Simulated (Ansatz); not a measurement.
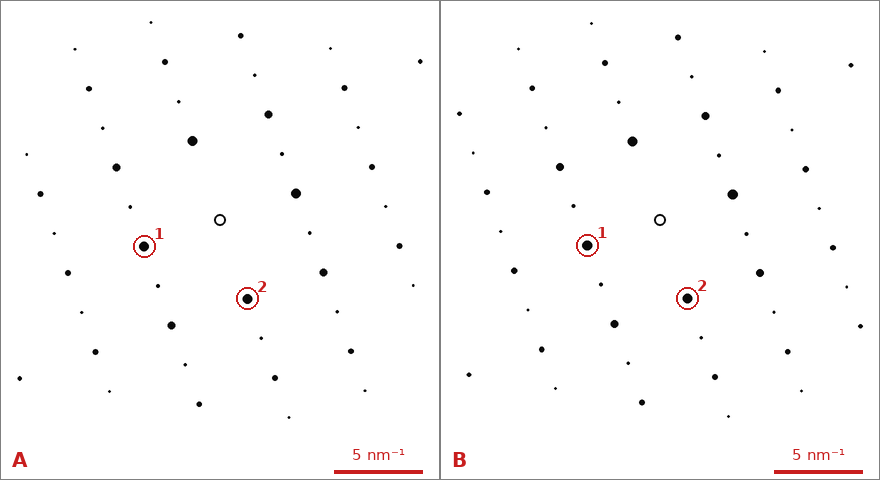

Kinematic electron diffraction patterns (300 kV, B = 0.5 Å², same scale) along [110] of the run's own cell, for the start and the end of one relaxation of SiCl with DFT PBE, scalar-relativistic, plane waves, PAW (Ansatz 0.2.0). k mesh 18×18×14. The start is a generated model structure, and the relaxation ends in the nearest stationary point of its symmetry, not necessarily the ground state. Spot 1 is -1 1 0 and spot 2 is 0 0 2 in both.

Start structure:

```
CELL_PARAMETERS angstrom
3.19354 0.00000 0.00000
0.00000 3.19354 0.00000
0.00000 0.00000 4.18582
ATOMIC_POSITIONS crystal
Si 0.50000 0.50000 0.50000
Cl 0.00000 0.00000 0.00000
```

> Which pattern belongs to the start structure, and which to the relaxed one?

B is the start: its cell gives d(1) = 2.258 Å, d(2) = 2.093 Å and an angle of 90.0°. A is the relaxed structure, with d(1) = 2.164 Å (-4.2 %), d(2) = 2.083 Å (-0.5 %) and 90.0°.

> What did the relaxation do to the structure and the energy?

The volume changed by -8.6 % to 19.50 Å³ an atom; the fractional coordinates hardly changed; the space group stayed P4/mmm (No. 123); the free energy fell by 24 meV an atom. Relaxed cell: a = 3.060 Å, b = 3.060 Å, c = 4.165 Å, α = 90.00°, β = 90.00°, γ = 90.00°.
